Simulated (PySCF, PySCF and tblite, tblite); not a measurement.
# C₂H₄BF₃O₃: a path driven as rotation about a bond, and NMR exchange, part 2 of 2

PySCF and tblite. Atoms count from 0. Earlier steps stand in the parts before.

### Step 7. Shieldings, saddle of leg 1: PBE0/pcSseg-1

Job settings and geometry (Å):

```
{"job": {"kind": "nmr", "xc": "PBE0", "basis": "pcSseg-1", "pop": false}, "charge": 0, "multiplicity": 1}
O      2.136213     0.619672     1.333377
B      1.573610     0.495310     0.119652
O      2.298928     0.381445    -0.991061
O      0.156922     0.569353    -0.024252
C     -0.649349    -0.473103    -0.016810
F     -0.703714    -1.036998     1.255504
F     -0.195493    -1.506452    -0.778560
C     -2.094812    -0.126784    -0.395687
F     -2.136258     0.485756    -1.607369
H      1.548159     0.682011     2.086099
H      3.249798     0.395325    -0.877113
H     -2.501111     0.562285     0.350369
H     -2.682893    -1.047822    -0.454151
```

The log of the run:

```text
coarse grid: 12256 points
cycle   1  E = -627.7671910713  dE =  1.547e+00  |g| = 1.266e+00  |ddm| = 3.079e+00
cycle   2  E = -627.5176711170  dE =  2.495e-01  |g| = 1.795e+00  |ddm| = 1.557e+00
cycle   3  E = -628.0326818369  dE = -5.150e-01  |g| = 8.793e-02  |ddm| = 9.544e-01
cycle   4  E = -628.0335272947  dE = -8.455e-04  |g| = 5.849e-02  |ddm| = 7.948e-02
cycle   5  E = -628.0340692692  dE = -5.420e-04  |g| = 9.896e-03  |ddm| = 3.485e-02
cycle   6  E = -628.0340840639  dE = -1.479e-05  |g| = 3.125e-03  |ddm| = 6.970e-03
cycle   7  E = -628.0340855273  dE = -1.463e-06  |g| = 8.673e-04  |ddm| = 1.951e-03
final grid: 123552 points
cycle   8  E = -628.1339548742  dE = -5.759e-05  |g| = 1.006e-02  |ddm| = 2.181e-02
cycle   9  E = -628.1339418530  dE =  1.302e-05  |g| = 1.364e-02  |ddm| = 1.211e-02
cycle  10  E = -628.1339722209  dE = -3.037e-05  |g| = 6.575e-04  |ddm| = 6.762e-03
cycle  11  E = -628.1339722835  dE = -6.260e-08  |g| = 2.939e-04  |ddm| = 6.582e-04
cycle  12  E = -628.1339722959  dE = -1.237e-08  |g| = 7.295e-05  |ddm| = 1.885e-04
cycle  13  E = -628.1339722968  dE = -8.699e-10  |g| = 1.754e-05  |ddm| = 5.099e-05
converged SCF energy = -628.1339722968

GIAO shielding tensors (ppm)
atom      isotropic    diamagn.    paramagn.     s11        s22        s33       span
  0 O      228.993     386.353    -157.360    144.394    265.801    276.784    132.390
  1 B       82.845     196.502    -113.658     62.734     86.111     99.689     36.955
  2 O      236.165     385.436    -149.271    147.529    277.985    282.981    135.453
  3 O      198.108     399.739    -201.631    173.378    190.698    230.248     56.869
  4 C       59.339     239.158    -179.818     47.723     62.546     67.749     20.026
  5 F      245.173     477.189    -232.016    141.160    234.789    359.570    218.410
  6 F      250.177     475.790    -225.613    165.764    230.218    354.549    188.785
  7 C      100.823     240.236    -139.414     78.494     83.675    140.299     61.805
  8 F      433.237     470.283     -37.046    409.038    413.621    477.051     68.014
  9 H       27.452      32.554      -5.102     20.753     24.744     36.858     16.105
 10 H       27.465      28.910      -1.445     20.948     22.830     38.616     17.668
 11 H       27.042      27.520      -0.478     23.251     27.747     30.128      6.877
 12 H       26.868      26.379       0.490     23.130     27.483     29.991      6.861
```

Run time: 20 s. Hardware: 1 thread of Arm Neoverse V2, shared host; peak memory 0.79 GiB.

In short: HOMO -9.70 eV, LUMO 1.03 eV; dipole 2.42 D.

Orbitals, density, ELF and potential are computed afterwards from the orbital file.

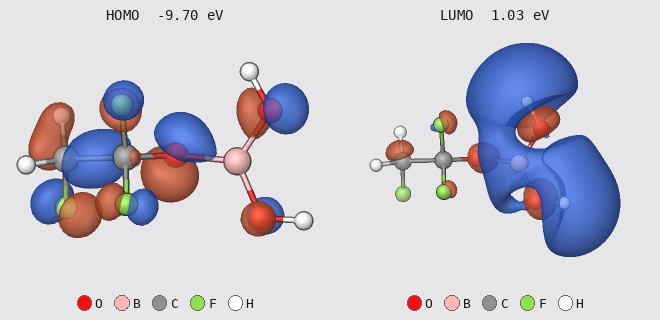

Frontier orbitals at PBE0/pcSseg-1; each surface holds 70 % of the orbital's density, blue and red mark the sign.

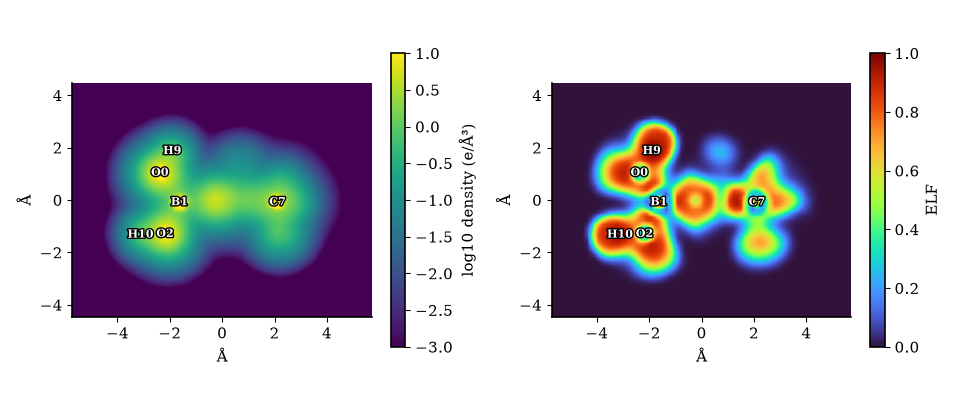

Density (left) and ELF (right) in a plane through or near 6 of the atoms.

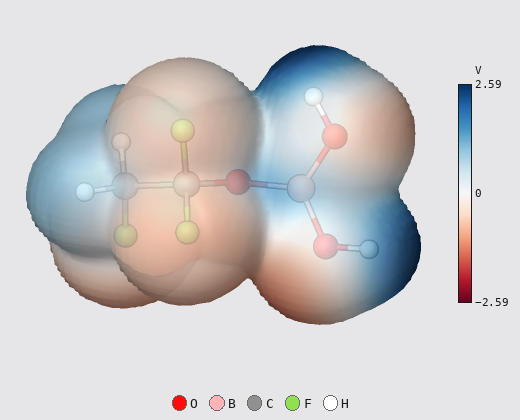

Electrostatic potential on the surface of density 0.002 e/bohr³; red is low, blue high. It runs, from the 1st to the 99th percentile, from -1.34 V near O2 to 2.59 V near H9.

### Step 8. Shieldings, end: PBE0/pcSseg-1

Job settings and geometry (Å):

```
{"job": {"kind": "nmr", "xc": "PBE0", "basis": "pcSseg-1", "pop": false}, "charge": 0, "multiplicity": 1}
O      2.131739    -0.377185     0.916630
B      1.602520     0.434817    -0.014635
O      2.357998     1.309791    -0.687164
O      0.239246     0.464240    -0.369798
C     -0.696886    -0.269767     0.207377
F     -0.813775     0.025010     1.551965
F     -0.372455    -1.603949     0.230359
C     -2.082513    -0.079514    -0.418237
F     -2.055255    -0.418213    -1.733134
H      1.564445    -1.001455     1.369701
H      3.287433     1.290530    -0.456339
H     -2.362677     0.974496    -0.338540
H     -2.802163    -0.729152     0.089918
```

The log of the run:

```text
coarse grid: 12256 points
cycle   1  E = -627.7737343146  dE =  1.559e+00  |g| = 1.268e+00  |ddm| = 3.094e+00
cycle   2  E = -627.5199259465  dE =  2.538e-01  |g| = 1.801e+00  |ddm| = 1.559e+00
cycle   3  E = -628.0399243157  dE = -5.200e-01  |g| = 8.599e-02  |ddm| = 9.590e-01
cycle   4  E = -628.0407224717  dE = -7.982e-04  |g| = 5.814e-02  |ddm| = 7.657e-02
cycle   5  E = -628.0412604039  dE = -5.379e-04  |g| = 9.755e-03  |ddm| = 3.316e-02
cycle   6  E = -628.0412748449  dE = -1.444e-05  |g| = 2.796e-03  |ddm| = 6.520e-03
cycle   7  E = -628.0412759984  dE = -1.154e-06  |g| = 8.044e-04  |ddm| = 1.752e-03
final grid: 123552 points
cycle   8  E = -628.1417666178  dE = -6.222e-05  |g| = 1.002e-02  |ddm| = 2.563e-02
cycle   9  E = -628.1417537997  dE =  1.282e-05  |g| = 1.355e-02  |ddm| = 1.199e-02
cycle  10  E = -628.1417839437  dE = -3.014e-05  |g| = 6.641e-04  |ddm| = 6.655e-03
cycle  11  E = -628.1417840071  dE = -6.337e-08  |g| = 3.011e-04  |ddm| = 6.679e-04
cycle  12  E = -628.1417840202  dE = -1.314e-08  |g| = 7.456e-05  |ddm| = 1.957e-04
cycle  13  E = -628.1417840211  dE = -8.861e-10  |g| = 1.946e-05  |ddm| = 5.182e-05
converged SCF energy = -628.1417840211

GIAO shielding tensors (ppm)
atom      isotropic    diamagn.    paramagn.     s11        s22        s33       span
  0 O      243.722     388.161    -144.439    172.843    277.104    281.220    108.377
  1 B       83.904     196.350    -112.445     66.763     86.352     98.597     31.835
  2 O      245.167     384.967    -139.799    164.931    280.556    290.015    125.084
  3 O      182.534     396.691    -214.157    118.236    194.593    234.772    116.536
  4 C       58.567     241.693    -183.127     49.360     59.638     66.702     17.341
  5 F      250.532     476.977    -226.445    149.422    252.403    349.769    200.347
  6 F      254.027     477.282    -223.255    157.860    256.801    347.421    189.560
  7 C      100.860     238.896    -138.036     78.850     83.688    140.042     61.192
  8 F      435.646     469.945     -34.300    412.064    417.343    477.531     65.467
  9 H       27.308      33.068      -5.760     19.388     26.131     36.404     17.016
 10 H       27.829      29.128      -1.299     21.032     23.712     38.744     17.713
 11 H       26.905      26.992      -0.086     23.292     27.438     29.986      6.694
 12 H       26.838      26.338       0.500     22.992     27.516     30.006      7.014
```

It took 15 s on 1 thread of Arm Neoverse V2, shared host; peak memory 0.79 GiB.

This run: HOMO -9.76 eV, LUMO 1.24 eV; dipole 1.63 D.

### Step 9. Barriers, rates and exchange

Job settings and geometry (Å):

```
{"job": {"smiles": "OB(O)OC(F)(F)CF", "charge": 0, "mult": 1, "motion": "rotation", "what": "boronate", "atoms": [1, 3], "drives": [{"terms": [["t", [0, 1, 3, 4], 0.5], ["t", [2, 1, 3, 4], 0.5]], "by": 180, "n": 12}], "study": "path", "level": {"kind": "nmr", "xc": "PBE0", "basis": "pcSseg-1"}, "fields": [700, 800, 900], "first": 4, "seed": 514, "kind": "path"}, "charge": 0, "multiplicity": 1}
O      2.138828     1.479867     0.931644
B      1.541486     0.419957     0.356251
O      2.224890    -0.610881    -0.149816
O      0.137245     0.427750     0.317596
C     -0.598233    -0.519660    -0.267374
F     -0.406644    -1.744038     0.315520
F     -0.244029    -0.712609    -1.566240
C     -2.101027    -0.211979    -0.176664
F     -2.350927     1.054538    -0.606196
H      1.547267     2.162620     1.246489
H      3.177845    -0.550591    -0.091829
H     -2.416089    -0.286698     0.868001
H     -2.655000    -0.907790    -0.813452
```

The log of the run:

```text
stationary points (kcal/mol above the start)
  n  kind          group   xTB      DFT    lowest mode
  0  minimum      C1       0.00     0.00      47.8
  1  saddle       C1       5.32     4.75     -72.3
  2  minimum      C1       1.02    -0.21      36.1

GFN2-xTB energies: T/K, barrier G, reaction G (kcal/mol), k forward, k back (1/s)
 150.00     5.06     0.87   1.31e+05    2.4e+06
 200.00     5.15     0.86   9.78e+06   8.58e+07
 250.00     5.26     0.86   1.32e+08   7.44e+08
 298.15     5.37     0.85    7.2e+08   3.03e+09
 350.00     5.50     0.84   2.68e+09   8.99e+09
 400.00     5.64     0.83   6.92e+09   1.97e+10
 500.00     5.94     0.81   2.65e+10   5.99e+10

PBE0/pcSseg-1 + D3(BJ) energies: T/K, barrier G, reaction G (kcal/mol), k forward, k back (1/s)
 150.00     4.49    -0.37   8.91e+05   2.61e+05
 200.00     4.58    -0.37   4.12e+07   1.62e+07
 250.00     4.68    -0.38   4.18e+08   1.96e+08
 298.15     4.80    -0.38   1.89e+09   9.92e+08
 350.00     4.93    -0.39   6.09e+09   3.47e+09
 400.00     5.07    -0.40   1.42e+10   8.58e+09
 500.00     5.37    -0.42    4.7e+10   3.08e+10
```

Run time: 61 s. Hardware: 1 thread of Arm Neoverse V2, shared host; peak memory 0.79 GiB. This counts the whole study up to here.

Barriers by level (kcal/mol; entropies in cal/(mol K)). Zero-point and thermal terms come from xTB in every row. ΔG‡ leaves symmetry out; the rate counts one path; effective ΔG‡, where given, is the barrier that would give that rate by Eyring's equation alone:

```
                 level   ΔE‡  with zero-point   ΔH‡   ΔS‡  ΔG‡ (298 K)  ΔE of reaction  k at 298 K (1/s)  effective ΔG‡
              GFN2-xTB  5.32             4.94  4.51  -2.9         5.37            1.02           7.2e+08           5.37
PBE0/pcSseg-1 + D3(BJ)  4.75             4.36  3.94  -2.9         4.80           -0.22           1.9e+09           4.80
```

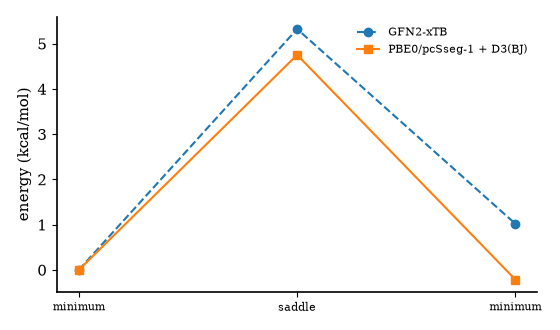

The xTB stationary points, at both levels.

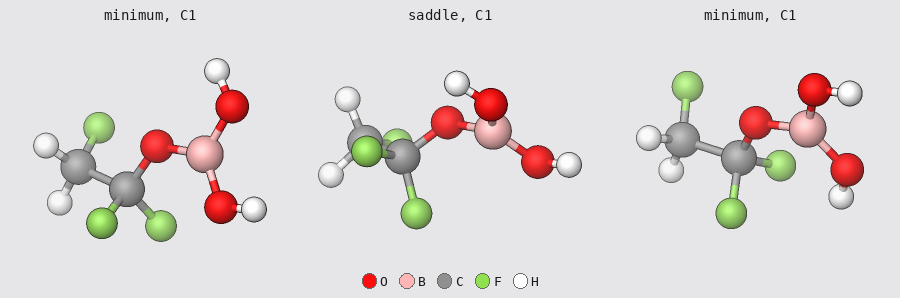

The stationary points in order.

Sites that the driver pairs across this motion, and where their lines would merge (no couplings; faster rotations or exchange between molecules can average them sooner):

```csv
nucleus,sites: shielding (ppm),proton frequency (MHz),spread (Hz),coalescence (K),lines at 298 K
¹⁹F,F5: 259.2; F5 (end): 250.5,900,7341,118,–
¹⁹F,F6: 256.3; F6 (end): 254.0,900,1961,111,–
¹⁷O,O3: 189.1; O3 (end): 182.5,900,796,106,–
¹⁷O,O2: 250.1; O2 (end): 245.2,900,607,105,–
¹H,H9: 27.92; H9 (end): 27.31,900,552,104,–
¹³C,C4: 60.6; C4 (end): 58.6,900,453,104,–
¹³C,C7: 99.9; C7 (end): 100.9,900,211,100,–
¹⁷O,O0: 245.3; O0 (end): 243.7,900,191,100,–
```

Rows that set an atom against itself at the end compare its shielding in the two forms.

Lines of quadrupolar nuclei are broad, so their coalescence could hardly be seen.

### Step 10. Summary of results

The summary covers parts 1 to 2.

```
                        quantity                             value
barrier (PBE0/pcSseg-1 + D3(BJ))  ΔE‡ 4.8, ΔG‡(298 K) 4.8 kcal/mol
              barrier (GFN2-xTB)                  ΔE‡ 5.3 kcal/mol
                   rate at 298 K                       1.9e+09 s⁻¹
                 end of the path      -0.2 kcal/mol from the start
```

**Reading.** The barrier is 4.8 kcal/mol at the DFT level (xTB: 5.3); with thermal terms and the count of paths the DFT value gives a rate of 1.9e+09 s⁻¹ at 298 K. An error of 1.4 kcal/mol changes that rate tenfold.
